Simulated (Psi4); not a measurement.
Run report: SiH3F, single-point calculation (part 2 of 2)

The same run, continued: SiH3F, multiplicity 3, SMILES F[SiH3]; CCSD/def2-TZVPP, UHF (Psi4 1.11). The geometry is that of the parent species in another charge or spin state. The geometry comes from this level: PBE0-D4/def2-TZVP.

Geometry of the input (Å):
```
F  -1.2746  0.1628  0.8580
Si 0.0433  -0.0193  -0.0307
H  -0.3678  -0.1926  -1.4437
H  0.7686  -1.2179  0.4516
H  0.8805  1.1934  0.1234
```

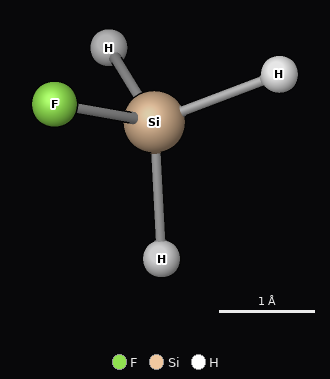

*The structure as given in the input (ball-and-stick view, seen at a tilt).*

What the program printed, continued
```
      Number of irreps:                  1
      Integral cutoff                 1.00e-12
      Number of functions per irrep: [ 115 ]

 OEINTS: Overlap, kinetic, potential, dipole, and quadrupole integrals
         stored in file 35.

      Computing two-electron integrals...done
      Computed 21263722 non-zero two-electron integrals.
        Stored in file 33.

	Wfn Parameters:
	--------------------
	Wavefunction         = CCSD
	Number of irreps     = 1
	Number of MOs        = 115
	Number of active MOs = 109
	AO-Basis             = NONE
	Semicanonical        = false
	Reference            = UHF
	Print Level          = 1

	IRREP	# MOs	# FZDC	# DOCC	# SOCC	# VIRT	# FZVR
	-----	-----	------	------	------	------	------
	 A	   115	    6	    6	    2	    101	    0
	Transforming integrals...
	IWL integrals will be deleted.
	(OO|OO)...
	Presorting SO-basis two-electron integrals.
	Sorting File: SO Ints (nn|nn) nbuckets = 1
	Constructing frozen core operators
	Starting AA/AB first half-transformation.
	Sorting AA/AB half-transformed integrals.
	Starting BB first half-transformation.
	Sorting BB half-transformed integrals.
	First half integral transformation complete.
	Starting AA second half-transformation.
	Starting AB second half-transformation.
	Starting BB second half-transformation.
	Two-electron integral transformation complete.
	(OO|OV)...
	Starting AA second half-transformation.
	Starting AB second half-transformation.
	Starting BB second half-transformation.
	Two-electron integral transformation complete.
	(OO|VV)...
	Starting AA second half-transformation.
	Starting AB second half-transformation.
	Starting BB second half-transformation.
	Two-electron integral transformation complete.
	(OV|OO)...
	Starting AA/AB first half-transformation.
	Sorting AA/AB half-transformed integrals.
	Starting BB first half-transformation.
	Sorting BB half-transformed integrals.
	First half integral transformation complete.
	Starting AA second half-transformation.
	Starting AB second half-transformation.
	Starting BB second half-transformation.
	Two-electron integral transformation complete.
	(OV|OV)...
	Starting AA second half-transformation.
	Starting AB second half-transformation.
	Starting BB second half-transformation.
	Two-electron integral transformation complete.
	(OV|VV)...
	Starting AA second half-transformation.
	Starting AB second half-transformation.
	Starting BB second half-transformation.
	Two-electron integral transformation complete.
	(VV|OO)...
	Starting AA/AB first half-transformation.
	Sorting AA/AB half-transformed integrals.
	Starting BB first half-transformation.
	Sorting BB half-transformed integrals.
	First half integral transformation complete.
	Starting AA second half-transformation.
	Starting AB second half-transformation.
	Starting BB second half-transformation.
	Two-electron integral transformation complete.
	(VV|OV)...
	Starting AA second half-transformation.
	Starting AB second half-transformation.
	Starting BB second half-transformation.
	Two-electron integral transformation complete.
	(VV|VV)...
	Starting AA second half-transformation.
	Starting AB second half-transformation.
	Starting BB second half-transformation.
	Two-electron integral transformation complete.
	Frozen core energy     =   -405.04930450544242

	Size of irrep 0 of <AB|CD> integrals:     25.503 (MW) /    204.020 (MB)
	Total:                                    25.503 (MW) /    204.020 (MB)

	Size of irrep 0 of <ab|cd> integrals:     27.594 (MW) /    220.752 (MB)
	Total:                                    27.594 (MW) /    220.752 (MB)

	Size of irrep 0 of <Ab|Cd> integrals:    108.222 (MW) /    865.779 (MB)
	Total:                                   108.222 (MW) /    865.779 (MB)

	Size of irrep 0 of <IA|BC> integrals:      8.242 (MW) /     65.939 (MB)
	Total:                                     8.242 (MW) /     65.939 (MB)

	Size of irrep 0 of <ia|bc> integrals:      6.556 (MW) /     52.451 (MB)
	Total:                                     6.556 (MW) /     52.451 (MB)

	Size of irrep 0 of <Ia|Bc> integrals:      8.572 (MW) /     68.577 (MB)
	Total:                                     8.572 (MW) /     68.577 (MB)

	Size of irrep 0 of <iA|bC> integrals:      6.304 (MW) /     50.434 (MB)
	Total:                                     6.304 (MW) /     50.434 (MB)

	Size of irrep 0 of tIjAb amplitudes:       0.499 (MW) /      3.995 (MB)
	Total:                                     0.499 (MW) /      3.995 (MB)

	Nuclear Rep. energy          =     63.04280722425199
	SCF energy                   =   -389.93392781609276
	One-electron energy          =    -85.29104577880770
	Two-electron (AA) energy     =      9.57712600581845
	Two-electron (BB) energy     =      6.27700220277729
	Two-electron (AB) energy     =     21.50948703530712
	Two-electron energy          =     37.36361524390286
	Reference energy             =   -389.93392781609526

	total time  =         25 seconds =       0.42 minutes
            **************************
            *                        *
            *        CCENERGY        *
            *                        *
            **************************

    Nuclear Rep. energy (wfn)     =   63.042807224251995
    SCF energy          (wfn)     = -389.933927816092762
    Reference energy    (file100) = -389.933927816095263

    Input parameters:
    -----------------
    Wave function   =     CCSD
    Reference wfn   =     UHF
    Brueckner       =     No
    Memory (Mbytes) =     1600.0
    Maxiter         =    200
    R_Convergence   =     1.0e-07
    E_Convergence   =     1.0e-09
    Restart         =     Yes
    DIIS            =     Yes
    AO Basis        =     NONE
    ABCD            =     NEW
    Cache Level     =     2
    Cache Type      =     LRU
    Print Level     =     1
    Num. of threads =     1
    # Amps to Print =     10
    Print MP2 Amps? =     No
    Analyze T2 Amps =     No
    Print Pair Ener =     No
    Local CC        =     No
    SCS-MP2         =     False
    SCSN-MP2        =     False
    SCS-CCSD        =     False

MP2 correlation energy -0.3807962797836322
                Solving CC Amplitude Equations
                ------------------------------
  Iter             Energy              RMS        T1Diag      D1Diag    New D1Diag    D2Diag
  ----     ---------------------    ---------   ----------  ----------  ----------   --------
     0        -0.380796279783632    0.000e+00    0.000000    0.000000    0.000000    0.000000
     1        -0.386393692037647    9.776e-02    0.021288    0.000000    0.000000    0.000000
     2        -0.398098762611835    4.204e-02    0.025056    0.000000    0.000000    0.000000
     3        -0.403161586227300    3.398e-02    0.035984    0.000000    0.000000    0.000000
     4        -0.403673789723326    1.908e-02    0.046122    0.000000    0.000000    0.000000
     5        -0.404132654986921    1.181e-02    0.054070    0.000000    0.000000    0.000000
     6        -0.404623632281660    4.879e-03    0.056780    0.000000    0.000000    0.000000
     7        -0.404712012522351    2.592e-03    0.057982    0.000000    0.000000    0.000000
     8        -0.404710909913170    1.253e-03    0.058155    0.000000    0.000000    0.000000
     9        -0.404746485261790    7.168e-04    0.058345    0.000000    0.000000    0.000000
    10        -0.404721034606094    4.279e-04    0.058403    0.000000    0.000000    0.000000
    11        -0.404721604235839    2.888e-04    0.058370    0.000000    0.000000    0.000000
    12        -0.404719258847813    1.696e-04    0.058413    0.000000    0.000000    0.000000
    13        -0.404720301102884    1.087e-04    0.058391    0.000000    0.000000    0.000000
    14        -0.404724141150970    5.088e-05    0.058409    0.000000    0.000000    0.000000
    15        -0.404725012032418    2.063e-05    0.058416    0.000000    0.000000    0.000000
    16        -0.404725094650758    1.249e-05    0.058419    0.000000    0.000000    0.000000
    17        -0.404724937783976    8.120e-06    0.058419    0.000000    0.000000    0.000000
    18        -0.404724727032248    5.917e-06    0.058419    0.000000    0.000000    0.000000
    19        -0.404724643043543    4.283e-06    0.058418    0.000000    0.000000    0.000000
    20        -0.404724630164042    3.717e-06    0.058418    0.000000    0.000000    0.000000
    21        -0.404724623551605    3.516e-06    0.058418    0.000000    0.000000    0.000000
    22        -0.404724604864463    3.410e-06    0.058418    0.000000    0.000000    0.000000
    23        -0.404724611504265    3.188e-06    0.058418    0.000000    0.000000    0.000000
    24        -0.404724568350355    2.569e-06    0.058418    0.000000    0.000000    0.000000
    25        -0.404724638199399    1.593e-06    0.058418    0.000000    0.000000    0.000000
    26        -0.404724653711761    9.226e-07    0.058418    0.000000    0.000000    0.000000
    27        -0.404724661403867    5.859e-07    0.058418    0.000000    0.000000    0.000000
    28        -0.404724659287532    4.323e-07    0.058418    0.000000    0.000000    0.000000
    29        -0.404724647558542    2.482e-07    0.058418    0.000000    0.000000    0.000000
    30        -0.404724643569325    1.338e-07    0.058418    0.000000    0.000000    0.000000
    31        -0.404724640313714    8.037e-08    0.058418    0.000000    0.000000    0.000000
    32        -0.404724639020282    4.288e-08    0.058418    0.000000    0.000000    0.000000
    33        -0.404724638846644    2.504e-08    0.058418    0.000000    0.000000    0.000000
    34        -0.404724638552369    1.947e-08    0.058418    0.000000    0.000000    0.000000

    Iterations converged.

    Largest TIA Amplitudes:
              7   1         0.0505219165
              7   8         0.0394602384
              7   5         0.0384973483
              7   2         0.0263689356
              7   3         0.0172721115
              4   0        -0.0168168324
              7   9         0.0157591997
              1   1         0.0152889277
              3   1         0.0147005722
              7  12         0.0134837605

    Largest Tia Amplitudes:
              4   0         0.1466256367
              3   0         0.1108215800
              1   0         0.0354250100
              3   5        -0.0150188015
              4   5        -0.0148144680
              2   2        -0.0139077863
              4   4         0.0138247358
              1   4         0.0131577817
              2  11        -0.0128232856
              4  10        -0.0120011102

    Largest TIJAB Amplitudes:
      7   6   7   5         0.0161606654
      7   6  10   5         0.0156787756
      7   5   9   5         0.0139886250
      7   5   6   1        -0.0138074755
      7   6   6   0        -0.0132938232
      7   5   8   5         0.0124277426
      7   5   6   5        -0.0122984110
      4   3  44  43         0.0115961976
      7   6  10   6         0.0110003373
      7   6   7   2         0.0107191828

    Largest Tijab Amplitudes:
      4   3   1   0         0.0160789046
      5   4   2   0        -0.0141519494
      4   3  10   0         0.0137179914
      3   2  46  45        -0.0130312998
      3   2  20   0        -0.0115640930
      5   3   8   0        -0.0113329741
      5   4   8   0        -0.0111852340
      3   2  20  19        -0.0111132844
      4   3  17   0        -0.0100062153
      3   2  11   0        -0.0091082759

    Largest TIjAb Amplitudes:
      7   4   6   0        -0.0522077107
      7   5   7   0         0.0430339903
      6   4   0   0        -0.0330418544
      5   4   1   0        -0.0320303044
      6   5  11   0         0.0293500225
      6   5   2   0        -0.0273973765
      6   5   5   0        -0.0269291546
      7   4   5   1        -0.0264660014
      5   5   0   0        -0.0259904682
      7   4   9   0         0.0258175009

    SCF energy       (wfn)                    = -389.933927816092762
    Reference energy (file100)                = -389.933927816095263

    Opposite-spin MP2 correlation energy      =   -0.288592556082309
    Same-spin MP2 correlation energy          =   -0.092203723701323
    Singles MP2 correlation energy            =   -0.000000000000000
    MP2 correlation energy                    =   -0.380796279783632
      * MP2 total energy                      = -390.314724095878887

    Opposite-spin CCSD correlation energy     =   -0.318812906317916
    Same-spin CCSD correlation energy         =   -0.085911732234453
    Singles CCSD correlation energy           =   -0.000000000000000
    CCSD correlation energy                   =   -0.404724638552369
      * CCSD total energy                     = -390.338652454647615
```

Key numbers

- outcome: converged
- total energy: −390.338652 hartree
- SCF energy: −389.933928 hartree
- MP2 energy: −390.314724 hartree
- CCSD energy: −390.338652 hartree
- correlation energy: −0.404725 hartree
- basis functions: 115
- T1 diagnostic: 0.058
- ⟨S²⟩: 2.009
- wall time: 2.6 min
- peak memory: 1.4 GiB

Remarks

The record of the run, not the program, notes: large T1.
